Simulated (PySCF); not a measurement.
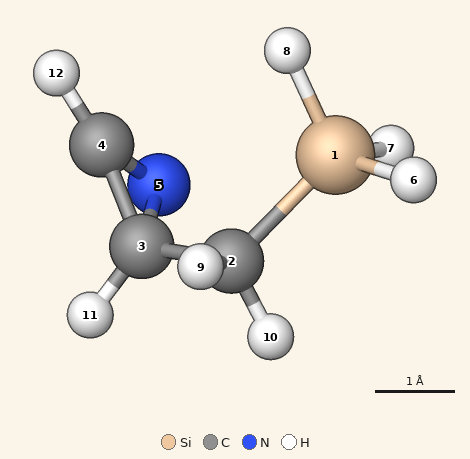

*The structure as given in the input (ball-and-stick view, seen at a tilt; atoms are numbered from 1 in the order of the input).*

## NMR shielding calculation, with input and output: C3H7NSi

The run: NMR shielding calculation of C3H7NSi. Method and program: GIAO KT3/pcSseg-2 NMR shielding, non-relativistic, gas phase (PySCF 2.14.0).

The geometry comes from this level: PBE0-D3(BJ)/def2-SVP. Figures and captions count atoms from 1; the log counts them from 0 in places.

What the program printed:
```
coarse grid: 10288 points
cycle   1  E = -467.7538490391  dE =  3.665e-01  |g| = 4.387e-01  |ddm| = 2.524e+00
cycle   2  E = -467.6218656740  dE =  1.320e-01  |g| = 8.358e-01  |ddm| = 1.095e+00
cycle   3  E = -467.7948915507  dE = -1.730e-01  |g| = 2.332e-01  |ddm| = 7.728e-01
cycle   4  E = -467.8062338020  dE = -1.134e-02  |g| = 7.483e-02  |ddm| = 1.908e-01
cycle   5  E = -467.8074865559  dE = -1.253e-03  |g| = 2.300e-02  |ddm| = 7.719e-02
cycle   6  E = -467.8076077306  dE = -1.212e-04  |g| = 6.685e-03  |ddm| = 2.624e-02
cycle   7  E = -467.8076188586  dE = -1.113e-05  |g| = 1.244e-03  |ddm| = 6.941e-03
cycle   8  E = -467.8076192156  dE = -3.570e-07  |g| = 3.301e-04  |ddm| = 1.792e-03
final grid: 94152 points
cycle   9  E = -467.8277496113  dE = -2.961e-04  |g| = 1.096e-02  |ddm| = 1.728e-01
cycle  10  E = -467.8277501371  dE = -5.258e-07  |g| = 6.765e-03  |ddm| = 7.900e-03
cycle  11  E = -467.8277502574  dE = -1.203e-07  |g| = 4.958e-03  |ddm| = 6.991e-03
cycle  12  E = -467.8277557134  dE = -5.456e-06  |g| = 8.679e-04  |ddm| = 3.594e-03
cycle  13  E = -467.8277558888  dE = -1.753e-07  |g| = 2.426e-04  |ddm| = 8.913e-04
cycle  14  E = -467.8277559003  dE = -1.152e-08  |g| = 1.050e-04  |ddm| = 2.487e-04
cycle  15  E = -467.8277559033  dE = -2.962e-09  |g| = 1.838e-05  |ddm| = 1.060e-04
cycle  16  E = -467.8277559033  dE = -9.152e-11  |g| = 4.667e-06  |ddm| = 2.164e-05
```

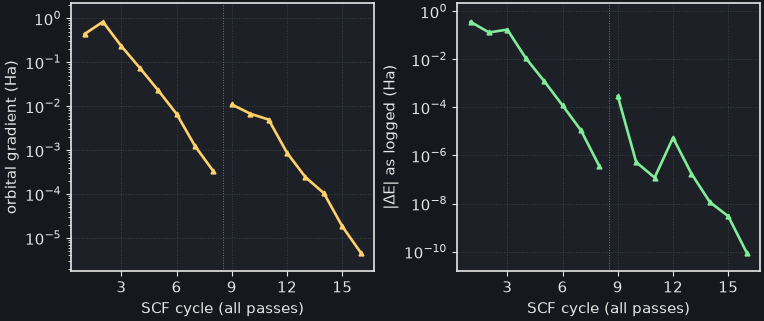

*Convergence of the self-consistent field: orbital gradient and size of the energy change against the SCF cycle. The dotted line marks the change from a coarse to the final integration grid.*

The first 8 cycles use a coarse grid, the final grid takes over at cycle 9, and the field converges after 16 cycles in all.

```
converged SCF energy = -467.8277559033

GIAO shielding tensors (ppm)
atom      isotropic    diamagn.    paramagn.     s11        s22        s33       span
  0 Si     426.084     881.399    -455.315    404.761    413.771    459.720     54.959
  1 C      163.831     245.748     -81.917    143.997    157.941    189.554     45.557
  2 C      151.997     245.621     -93.624     84.558    130.876    240.558    156.000
  3 C        8.617     263.410    -254.793   -155.850     39.266    142.435    298.284
  4 N      -74.765     319.710    -394.474   -357.894   -155.856    289.457    647.351
  5 H       27.884      29.262      -1.379     25.252     25.620     32.779      7.528
  6 H       27.831      29.972      -2.141     24.794     26.459     32.239      7.445
  7 H       28.115      30.745      -2.629     24.971     26.916     32.459      7.487
  8 H       29.818      30.829      -1.011     25.782     28.602     35.069      9.288
  9 H       29.537      30.670      -1.132     25.902     28.376     34.334      8.431
 10 H       29.269      27.731       1.538     22.762     26.593     38.451     15.689
 11 H       21.189      30.405      -9.216     15.781     22.443     25.342      9.560
```

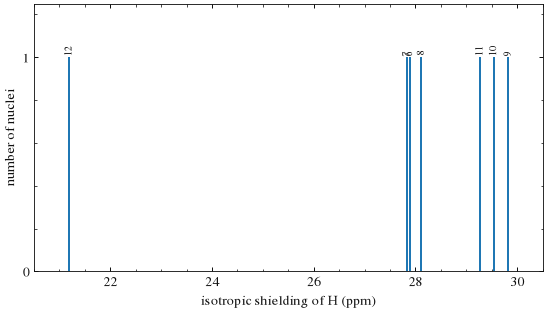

*Isotropic shieldings of the hydrogen nuclei in this fixed geometry, labelled by atom number; shielding grows to the right, so chemical shift grows to the left.*

The least shielded is H12 (21.2 ppm), the most shielded H9 (29.8 ppm).

The run was set up as follows.

Input file:
```
{"job": {"kind": "nmr", "xc": "KT3", "basis": "pcSseg-2", "pop": false}, "charge": 0, "multiplicity": 1}
Si     1.412699    -0.189586     0.230728
C     -0.015994    -0.171337    -1.011233
C     -1.386438     0.108209    -0.443376
C     -1.800632    -0.275967     0.891024
N     -1.523527     0.944282     0.820703
H      2.663048    -0.559850    -0.500599
H      1.606266     1.138333     0.882432
H      1.166026    -1.213408     1.294384
H     -0.019276    -1.150579    -1.523134
H      0.222969     0.572337    -1.791606
H     -2.167312     0.291511    -1.195352
H     -2.129070    -1.001607     1.640105
```

The first line tells a small driver script what to run in PySCF; the rest is the geometry in Å.

Command:
```bash
OMP_NUM_THREADS=1 python <driver script> task.json out
```

Results in brief:

| quantity | value |
| --- | --- |
| outcome | converged |
| total energy | −467.827756 hartree |
| HOMO | −6.53 eV |
| LUMO | −1.82 eV |
| dipole moment | 2.11 D |
| isotropic shielding, Si | 426.1 ppm |
| isotropic shielding, C | 8.6 to 163.8 ppm |
| isotropic shielding, N | −74.8 ppm |
| isotropic shielding, H | 21.2 to 29.8 ppm |
| hardware | 1 CPU thread, shared host |
| wall time | 42 s |
| peak memory | 0.88 GiB |
